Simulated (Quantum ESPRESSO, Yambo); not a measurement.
# A GW run on CsSnBr3 (Pm-3m) in Yambo, with inputs changed

What do changed inputs do to GW on CsSnBr3 (Pm-3m)?

Method: PBE and many-body steps on it, plane waves, in Yambo 5.3.0.

## (1) Starting point

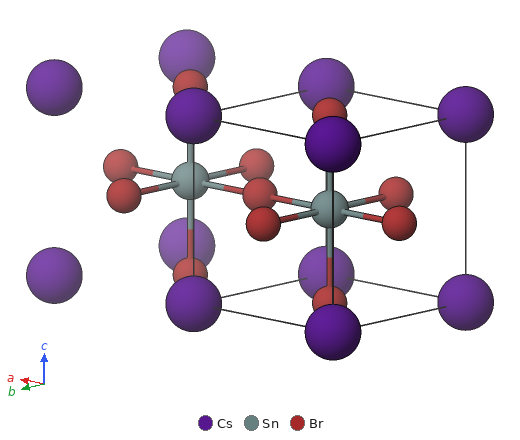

The starting structure, seen from a free direction (caesium purple, tin teal, bromine red). 2×1×1 cells are drawn. Some periodic images of atoms are drawn too.

Coordinates:

```xyz
5
Lattice="5.7956 0.0000 0.0000 0.0000 5.7956 0.0000 0.0000 0.0000 5.7956" Properties=species:S:1:pos:R:3 pbc="T T T"
Cs    0.0000    0.0000    0.0000
Sn    2.8978    2.8978    2.8978
Br    2.8978    0.0000    2.8978
Br    2.8978    2.8978    0.0000
Br    0.0000    2.8978    2.8978
```

The lattice is a measured one from papers, the positions are the Materials Project's; both are kept fixed. Spin-orbit coupling is left out unless a step names it.

## (2) Base

This step: Yambo 5.3.0; G0W0 on PBE, plane waves, norm-conserving pseudopotentials.

Now the one-shot GW correction: screening in the RPA, then the self-energy of the levels asked for.

The input, gw1.in:

```
HF_and_locXC
gw0
dyson
ppa
em1d
rim_cut
RandQpts= 1000000
RandGvec= 1 RL
EXXRLvcs= 84 Ry
VXCRLvcs= 336 Ry
Chimod= "HARTREE"
% BndsRnXp
 1 | 161 |
%
NGsBlkXp= 7 Ry
% LongDrXp
 1 | 1 | 1 |
%
% GbndRnge
 1 | 161 |
%
DysSolver= "n"
ExtendOut
PPAPntXp= 27.21138 eV
% QPkrange
 10 | 10 | 40 | 43 |
 1 | 1 | 40 | 43 |
%
```

Command:

```sh
$ OMP_NUM_THREADS=1 mpirun -n 16 yambo -F gw1.in -J gw1 -C gw1 > gw1.log
```

Log:

```text
 Yambo, version 5.3.0

 [02] CORE Variables Setup
 =========================

  [... cell, symmetries and grids as in the set-up ...]

  [02.05] Energies & Occupations
  ==============================

  [X] === General ===
  [X] Electronic Temperature                        :  0.000000  0.000000 [eV K]
  [X] Bosonic    Temperature                        :  0.000000  0.000000 [eV K]
  [X] Finite Temperature mode                       : no
  [X] El. density                                   :  0.42123E+24 [cm-3]
  [X] Fermi Level                                   :  6.282058 [eV]

  [X] === Gaps and Widths ===
  [X] Conduction Band Min                           :  0.384442 [eV]
  [X] Valence Band Max                              :  0.000000 [eV]
  [X] Filled Bands                                  :   41
  [X] Empty Bands                                   :   42  161
  [X] Direct Gap                                    :  0.384442 [eV]
  [X] Direct Gap localized at k                     :  10
  [X] Indirect Gap                                  :  0.384442 [eV]
  [X] Indirect Gap between kpts                     :  10  10
  [X] Last valence band width                       :  3.034000 [eV]
  [X] 1st conduction band width                     :  2.426291 [eV]

 [03] Transferred momenta grid and indexing
 ==========================================

 IBZ Q-points                                      :  10
 BZ  Q-points                                      :   64

 K/Q-points units:
 rlu = crystal or reduced units; cc = cartesian coordinates; iku = interal k-units

 Q [ 1]         [rlu]:  0.000000  0.000000  0.000000
 Q [ 2]         [rlu]:  0.000000  0.000000  0.250000
 Q [ 3]         [rlu]:  0.000000  0.000000 -0.500000
 Q [ 4]         [rlu]:  0.000000  0.250000  0.250000
 Q [ 5]         [rlu]:  0.000000  0.250000 -0.500000
 Q [ 6]         [rlu]:  0.000000 -0.500000 -0.500000
 Q [ 7]         [rlu]:  0.250000  0.250000  0.250000
 Q [ 8]         [rlu]:  0.250000  0.250000 -0.500000
 Q [ 9]         [rlu]:  0.250000 -0.500000 -0.500000
 Q [10]         [rlu]: -0.500000 -0.500000 -0.500000

 [04] Coloumb potential Random Integration (RIM)
 ===============================================

  [04.01] RIM initialization
  ==========================

  * Diagonal components only detected *

  8 x (sBL volume)        :  0.023602 [a.u.]
  sBZ random points       :  1000000
  Points outside the sBZ  :   7992674
  RL volume               :  0.188820 [a.u.]
  Integrated volume       :  0.188993 [a.u.]

  [04.02] RIM integrals
  =====================

  Gamma point sphere radius             :  0.052032 [a.u.]
  Points outside the sphere             :   799758
  [Int_sBZ(q=0) 1/q^2]*(Vol_sBZ)^(-1/3) =:  7.677921
                                 should be <:  7.795600

  Summary of Coulomb integrals for non-metallic bands |Q|[au] RIM/Bare

  Q [1] 0.100000E-4 0.984904 * Q [2] 0.143424 1.050352
  Q [4] 0.202833 1.048056 * Q [7] 0.248418 1.034451
  Q [3] 0.286849 1.019613 * Q [5] 0.320706 1.017752
  Q [8] 0.351316 1.015471 * Q [6] 0.405665 1.012155
  Q [9] 0.430273 1.010963 * Q [10] 0.496836 1.008585

 [05] Dipoles
 ============

  [05.01] Setup: observables and procedures
  =========================================

  [WARNING] [x,Vnl] slows the Dipoles computation. To neglect it rename the ns.kb_pp file

 [06] Dynamic Dielectric Matrix (PPA)
 ====================================

 [SLK-Inversion]  Pools        :   4
 [SLK-Inversion]  BLACS grid   :  2  2

 [WR./gw1//ndb.pp]---------------------------------------------------------------
  Brillouin Zone Q/K grids (IBZ/BZ)                :   10   64   10   64
  RL vectors                                       :  20005 [WF]
  Coulomb cutoff potential                         : none
  Electronic Temperature                           :  0.000000 [K]
  Bosonic    Temperature                           :  0.000000 [K]
  PPA    diel. fun.  energies                      : Perdew, Burke & Ernzerhof(X)+Perdew, Burke & Ernzerhof(C)
[...]
X matrix size                                    :   461
  X band range                                     :    1  161
  X e/h energy range                               : -1.000000 -1.000000 [eV]
  X Time ordering                                  : R
  X Hxc Kernel                                     : HARTREE
  X Drude frequency                                :  0.000000  0.000000
  X poles                                          :  100.0000 [o/o]
  RL vectors in the sum                            :  20005
  [r,Vnl] included                                 : yes
  Field direction                                  :  0.577350E-5  0.577350E-5  0.577350E-5
  BZ energy Double Grid                            : no
  BZ energy DbGd points                            : 0
  BZ Q point size factor                           : -1.000000
  X Optical Averaged directions                    : none

 [07] Local Exchange-Correlation + Non-Local Fock
 ================================================

 [VXC] Plane waves :  136411
 [EXS] Plane waves :  17077

 QP @ state[ 1 ] K range:  1  1
 QP @ state[ 1 ] b range:   40   43
 QP @ state[ 2 ] K range:  10  10
 QP @ state[ 2 ] b range:   40   43

 [xc] Functional : Perdew, Burke & Ernzerhof(X)+Perdew, Burke & Ernzerhof(C)
 [xc] LIBXC used to calculate xc functional
  PP Number of Atomic Species                      :  3
  NLCC RL compoments                               :  136411
  PP Number of Atomic Species                      :  3
  NLCC RL compoments                               :  136411

 [xc] E_xc :  -58.48785 [Ha]
      E_xc :  -116.9757 [Ry]

  Local XC kind (lXC) : Perdew, Burke & Ernzerhof(X)+Perdew, Burke & Ernzerhof(C)
  Non-Local XC kind (nlXC) : Hartree-Fock

  Corrections @ K [1] :  [eV]
 <40|nlXC|40> = -19.36890 -0.25509E-17 <40|lXC|40> = -14.26484  0.14324E-23
 <41|nlXC|41> = -19.36890 -0.53659E-17 <41|lXC|41> = -14.26483  0.47204E-16
 <42|nlXC|42> = -3.207984 -0.36749E-18 <42|lXC|42> = -6.610888  0.94408E-16
 <43|nlXC|43> = -2.987309 -0.42070E-18 <43|lXC|43> = -6.603238 -0.11801E-16

  Corrections @ K [10] :  [eV]
 <40|nlXC|40> = -19.76682  0.13777E-16 <40|lXC|40> = -14.58912 -0.29503E-16
 <41|nlXC|41> = -17.39554  0.96800E-17 <41|lXC|41> = -15.65196  0.94408E-16
 <42|nlXC|42> = -7.372902 -0.15478E-17 <42|lXC|42> = -10.83703  0.70806E-16
 <43|nlXC|43> = -7.372879 -0.18360E-17 <43|lXC|43> = -10.83702 -0.14161E-15

  [07.01] Hartree-Fock occupations report
  =======================================

  [Hartree-Fock] === General ===
  [Hartree-Fock] Electronic Temperature             :  0.000000  0.000000 [eV K]
  [Hartree-Fock] Bosonic    Temperature             :  0.000000  0.000000 [eV K]
  [Hartree-Fock] Finite Temperature mode            : no
  [Hartree-Fock] El. density                        :  0.42123E+24 [cm-3]
  [Hartree-Fock] Fermi Level                        :  6.282058 [eV]

  [Hartree-Fock] === Gaps and Widths ===
  [Hartree-Fock] Conduction Band Min                :  0.666158 [eV]
  [Hartree-Fock] Valence Band Max                   : -0.836187 [eV]
  [Hartree-Fock] Filled Bands                       :   41
  [Hartree-Fock] Empty Bands                        :   42  161
  [Hartree-Fock] Direct Gap                         :  1.502345 [eV]
  [Hartree-Fock] Direct Gap localized at k          :   9
  [Hartree-Fock] Indirect Gap                       :  1.502345 [eV]
  [Hartree-Fock] Indirect Gap between kpts          :   9   9
  [Hartree-Fock] Last valence band width            :  7.301881 [eV]
  [Hartree-Fock] 1st conduction band width          :  4.858499 [eV]

 [08] Dyson equation: Newton solver
 ==================================

  [08.01] G0W0 (W PPA)
  ====================

  [  GW  ] Bands range     :    1  161
  [GW/PPA] G damping       :  0.100000 [eV]

  QP @ state[ 1 ] K range:  1  1
  QP @ state[ 1 ] b range:   40   43
  QP @ state[ 2 ] K range:  10  10
  QP @ state[ 2 ] b range:   40   43

   Sc/G bands                                       :    1  161
   Sc/G damping                                     :  0.100000 ev
   Sc bands terminator                              : no
   Sx RL components                                 :  17077

   QP @ state[ 1 ] K range                          :  1  1
   QP @ state[ 1 ] b range                          :   40   43
   QP @ state[ 2 ] K range                          :  10  10
   QP @ state[ 2 ] b range                          :   40   43
   GF energies kind                                 : Perdew, Burke & Ernzerhof(X)+Perdew, Burke & Ernzerhof(C)
   GF WF`s kind                                     : Perdew, Burke & Ernzerhof(X)+Perdew, Burke & Ernzerhof(C)
   Xs energies kind                                 : Perdew, Burke & Ernzerhof(X)+Perdew, Burke & Ernzerhof(C)
   Xs WF`s kind                                     : Perdew, Burke & Ernzerhof(X)+Perdew, Burke & Ernzerhof(C)

 [11] Game Over & Game summary
```

Wall time 4.4 min (16 MPI ranks of Arm Neoverse V2, shared host); peak memory 19 GiB; 70 min of CPU time.

Numbers from this step:

| Item | Value |
| --- | --- |
| G0W0 gap on the points computed | 1.396 eV |
| starting gap on the mesh | 0.3844 eV |
| k of the valence top | -0.5, -0.5, -0.5 |
| k of the conduction bottom | -0.5, -0.5, -0.5 |
| least direct G0W0 gap on the computed points | 1.396 eV |
| Z at the valence top | 0.7999 |
| Z at the conduction bottom | 0.8077 |

The gap on the mesh goes from 0.38 eV to 1.40 eV, a correction of +1.01 eV.

## (3) Pole fitted at another frequency

gw2.in, as its differences from gw1.in of step 2:

```diff
@@ -23,3 +23,3 @@
 ExtendOut
-PPAPntXp= 27.21138 eV
+PPAPntXp= 5 eV
 % QPkrange
```

Command:

```sh
$ OMP_NUM_THREADS=1 mpirun -n 16 yambo -F gw2.in -J gw2 -C gw2 > gw2.log
```

Log:

```text
 Yambo, version 5.3.0

 [02] CORE Variables Setup
 =========================

  [... cell, symmetries and grids as in the set-up ...]

  [02.05] Energies & Occupations
  ==============================

  [X] === General ===
  [X] Electronic Temperature                        :  0.000000  0.000000 [eV K]
  [X] Bosonic    Temperature                        :  0.000000  0.000000 [eV K]
  [X] Finite Temperature mode                       : no
  [X] El. density                                   :  0.42123E+24 [cm-3]
  [X] Fermi Level                                   :  6.282058 [eV]

  [X] === Gaps and Widths ===
  [X] Conduction Band Min                           :  0.384442 [eV]
  [X] Valence Band Max                              :  0.000000 [eV]
  [X] Filled Bands                                  :   41
  [X] Empty Bands                                   :   42  161
  [X] Direct Gap                                    :  0.384442 [eV]
  [X] Direct Gap localized at k                     :  10
  [X] Indirect Gap                                  :  0.384442 [eV]
  [X] Indirect Gap between kpts                     :  10  10
  [X] Last valence band width                       :  3.034000 [eV]
  [X] 1st conduction band width                     :  2.426291 [eV]

 [03] Transferred momenta grid and indexing
 ==========================================

 IBZ Q-points                                      :  10
 BZ  Q-points                                      :   64

 K/Q-points units:
 rlu = crystal or reduced units; cc = cartesian coordinates; iku = interal k-units

 Q [ 1]         [rlu]:  0.000000  0.000000  0.000000
 Q [ 2]         [rlu]:  0.000000  0.000000  0.250000
 Q [ 3]         [rlu]:  0.000000  0.000000 -0.500000
[...]
[Hartree-Fock] El. density                        :  0.42123E+24 [cm-3]
  [Hartree-Fock] Fermi Level                        :  6.282058 [eV]

  [Hartree-Fock] === Gaps and Widths ===
  [Hartree-Fock] Conduction Band Min                :  0.666158 [eV]
  [Hartree-Fock] Valence Band Max                   : -0.836187 [eV]
  [Hartree-Fock] Filled Bands                       :   41
  [Hartree-Fock] Empty Bands                        :   42  161
  [Hartree-Fock] Direct Gap                         :  1.502345 [eV]
  [Hartree-Fock] Direct Gap localized at k          :   9
  [Hartree-Fock] Indirect Gap                       :  1.502345 [eV]
  [Hartree-Fock] Indirect Gap between kpts          :   9   9
  [Hartree-Fock] Last valence band width            :  7.301881 [eV]
  [Hartree-Fock] 1st conduction band width          :  4.858499 [eV]

 [08] Dyson equation: Newton solver
 ==================================

  [08.01] G0W0 (W PPA)
  ====================

  [  GW  ] Bands range     :    1  161
  [GW/PPA] G damping       :  0.100000 [eV]

  QP @ state[ 1 ] K range:  1  1
  QP @ state[ 1 ] b range:   40   43
  QP @ state[ 2 ] K range:  10  10
  QP @ state[ 2 ] b range:   40   43

   Sc/G bands                                       :    1  161
   Sc/G damping                                     :  0.100000 ev
   Sc bands terminator                              : no
   Sx RL components                                 :  17077

   QP @ state[ 1 ] K range                          :  1  1
   QP @ state[ 1 ] b range                          :   40   43
   QP @ state[ 2 ] K range                          :  10  10
   QP @ state[ 2 ] b range                          :   40   43
   GF energies kind                                 : Perdew, Burke & Ernzerhof(X)+Perdew, Burke & Ernzerhof(C)
   GF WF`s kind                                     : Perdew, Burke & Ernzerhof(X)+Perdew, Burke & Ernzerhof(C)
   Xs energies kind                                 : Perdew, Burke & Ernzerhof(X)+Perdew, Burke & Ernzerhof(C)
   Xs WF`s kind                                     : Perdew, Burke & Ernzerhof(X)+Perdew, Burke & Ernzerhof(C)

 [11] Game Over & Game summary
```

It took 4.4 min on 16 MPI ranks; peak memory 19 GiB; 70 min of CPU time.

Numbers from this step:

```yaml
g0w0_gap_on_the_points_computed: 1.403 eV
starting_gap_on_the_mesh: 0.3844 eV
k_of_the_valence_top: -0.5, -0.5, -0.5
k_of_the_conduction_bottom: -0.5, -0.5, -0.5
least_direct_g0w0_gap_on_the_computed_points: 1.403 eV
z_at_the_valence_top: 0.7466
z_at_the_conduction_bottom: 0.7516
```

Against G0W0 in Yambo (4×4×4 mesh, 161 bands, screening to 95.2 eV, Godby-Needs plasmon pole), the gap moves by +0.007 eV.

## (4) Field direction

gw3.in, as its differences from gw2.in of step 3:

```diff
@@ -16,3 +16,3 @@
 % LongDrXp
- 1 | 1 | 1 |
+ 0 | 0 | 1 |
 %
@@ -23,3 +23,3 @@
 ExtendOut
-PPAPntXp= 5 eV
+PPAPntXp= 27.21138 eV
 % QPkrange
```

Command:

```sh
$ OMP_NUM_THREADS=1 mpirun -n 16 yambo -F gw3.in -J gw3 -C gw3 > gw3.log
```

Log:

```text
 Yambo, version 5.3.0

 [02] CORE Variables Setup
 =========================

  [... cell, symmetries and grids as in the set-up ...]

  [02.05] Energies & Occupations
  ==============================

  [X] === General ===
  [X] Electronic Temperature                        :  0.000000  0.000000 [eV K]
  [X] Bosonic    Temperature                        :  0.000000  0.000000 [eV K]
  [X] Finite Temperature mode                       : no
  [X] El. density                                   :  0.42123E+24 [cm-3]
[...]
QP @ state[ 1 ] b range                          :   40   43
   QP @ state[ 2 ] K range                          :  10  10
   QP @ state[ 2 ] b range                          :   40   43
   GF energies kind                                 : Perdew, Burke & Ernzerhof(X)+Perdew, Burke & Ernzerhof(C)
   GF WF`s kind                                     : Perdew, Burke & Ernzerhof(X)+Perdew, Burke & Ernzerhof(C)
   Xs energies kind                                 : Perdew, Burke & Ernzerhof(X)+Perdew, Burke & Ernzerhof(C)
   Xs WF`s kind                                     : Perdew, Burke & Ernzerhof(X)+Perdew, Burke & Ernzerhof(C)

 [11] Game Over & Game summary
```

Wall time 4.4 min (16 MPI ranks); peak memory 19 GiB.

This step gave:

* G0W0 gap on the points computed: 1.396 eV
* starting gap on the mesh: 0.3844 eV
* k of the valence top: -0.5, -0.5, -0.5
* k of the conduction bottom: -0.5, -0.5, -0.5
* least direct G0W0 gap on the computed points: 1.396 eV

Against G0W0 in Yambo (4×4×4 mesh, 161 bands, screening to 95.2 eV, Godby-Needs plasmon pole), the gap moves by −0.0001 eV.

(Continued in part 2 of 2.)

[Paths, hosts, dates, memory and timing lines, banners, echoed tables and standing remarks are left out of the program output.]

[Logs are printed without paths, hosts, clocks, repeated set-up lines and the standing remarks that a program may print on its own settings, such as how far it seeks lower states.]

[Runs of the session that timed out or met a known fault of the program may be left out.]

[Hosts, paths, dates, database ids (printed as entryN), source tags and the programs' standing remarks are cut or masked in the printed files.]
